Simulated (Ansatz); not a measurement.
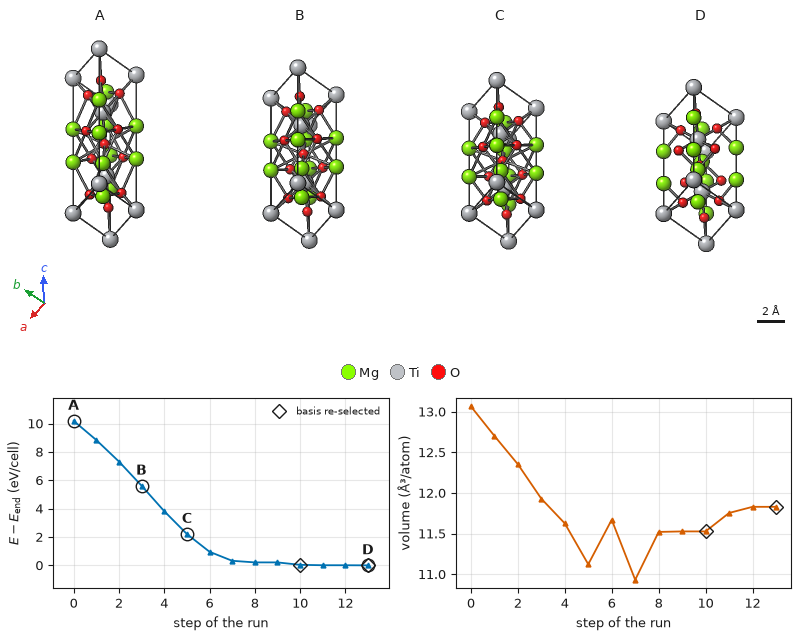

Frames of a relaxation of a crystal of Mg₂TiO₃ (a generated structure, set up in R-3m) (coarse preliminary run), marked on the history of the run. A ball-and-stick model of the conventional cell (3 times the calculation's cell), seen from a free direction. Lengths and directions refer to the drawn axes.

These are results of DFT PBE, scalar-relativistic, plane waves, PAW in Ansatz 0.2.0, not measurements.

Input file:
```yaml
crystal:
  lattice:
    - [2.39495633, 1.38272868, 3.94538098]
    - [-2.39495633, 1.38272868, 3.94538098]
    - [0.0, -2.76545736, 3.94538098]
  atoms:
    - { symbol: Mg, position: [0.37772742, 0.37772742, 0.37772742] }
    - { symbol: Mg, position: [0.62227258, 0.62227258, 0.62227258] }
    - { symbol: Ti, position: [0.0, 0.0, 0.0], spin: 1.0 }
    - { symbol: O, position: [0.0, 0.5, 0.0] }
    - { symbol: O, position: [0.0, 0.0, 0.5] }
    - { symbol: O, position: [0.5, 0.0, 0.0] }
basis:
  ecutwfc: 420
kpoints:
  mp_grid: { grid: [6, 6, 6] }
hamiltonian:
  xc: pbe
scf:
  occupations: { method: gaussian, width: 0.1 }
  lower_state_search: "off"
output:
  forces: true
  stress: true
  eigenvalues: true
  populations: true
magnetization:
  spin_polarized: true
relax:
  adjacent_minimum: "off"
  f_tol: 0.04
  max_steps: 70
  cell: { stress_tol: 0.4 }
```

Command:
```bash
ansatz run input.yaml --threads 1 --pin off --max-ram 2560MiB --backend cpu --events-out ev --progress --plain --runs-dir out
```

Describe the path.

The energy falls by 10.188 eV per cell of the calculation in 11 accepted moves (13 points after the start). Largest force component: 0.35 eV/Å at the start, 0.0077 eV/Å at the end. The pressure goes from −9.63 to 0.20 GPa. At 2 points the geometry stayed and the basis and grid were re-selected for the new cell (energy shift of 0.171 eV per cell of the calculation at most each time). The largest moves relative to the cell, 0.42 Å, are those of Mg1 and Mg2. Mg1 goes along −c. O and Ti stay in place. Cell: a = b 4.790 → 5.506 Å (+15.0 %), c 11.836 → 8.111 Å (−31.5 %). Volume −9.5 %. Near-neighbour distances that change, for instance: Mg1–Ti3 4.471 → 2.643 Å, Mg1–O4 2.855 → 2.048 Å, Mg1–Ti3 (another image) 2.815 → 3.179 Å, Ti3–O4 2.409 → 2.087 Å. Among the angles between lasting bonds that change: O4–Ti3–O5 59.6° → 82.6°, O4–Ti3–O5 120.4° → 97.4°. The space group stays R-3m (No. 166). The program noted that the starting moments weren't kept. The run may lie on a higher electronic state than the lowest, so the end point isn't shown to be the ground-state structure. Cost: 2.2 min on 1 thread of Intel(R) Xeon(R) 6975P-C (Granite Rapids), on a shared host, peak memory 0.49 GiB. From step 0 to 3: Mg atoms move most (0.03 Å), volume −8.7 %, energy −4.573 eV per cell of the calculation. From step 3 to 5: Mg atoms move most (0.12 Å), volume −6.8 %, energy −3.403 eV per cell of the calculation. From step 5 to 13: Mg atoms move most (0.28 Å), volume +6.4 %, energy −2.212 eV per cell of the calculation.

| step | E − E(0), meV/atom | largest force component, eV/Å | pressure, GPa | volume, Å³/atom | note |
| --- | --- | --- | --- | --- | --- |
| 0 | 0.00 | 0.3535 | -9.63 | 13.065 |  |
| 1 | -224.86 | 0.4248 | -9.84 | 12.703 |  |
| 2 | -477.79 | 1.2650 | -9.69 | 12.354 |  |
| 3 | -762.16 | 2.1294 | -8.53 | 11.930 |  |
| 4 | -1060.99 | 2.7502 | -6.97 | 11.626 |  |
| 5 | -1329.27 | 2.9645 | -1.18 | 11.123 |  |
| 6 | -1538.07 | 2.4465 | -6.38 | 11.671 |  |
| 7 | -1644.32 | 0.5961 | 7.81 | 10.932 |  |
| 8 | -1663.23 | 0.0019 | 0.21 | 11.521 |  |
| 9 | -1663.30 | 0.0046 | 0.18 | 11.527 |  |
| 10 | -1691.76 | 0.0088 | 3.03 | 11.527 | same geometry, new basis |
| 11 | -1696.52 | 0.0643 | 0.56 | 11.754 |  |
| 12 | -1696.67 | 0.0073 | 0.02 | 11.830 |  |
| 13 | -1697.94 | 0.0077 | 0.20 | 11.830 | same geometry, new basis |
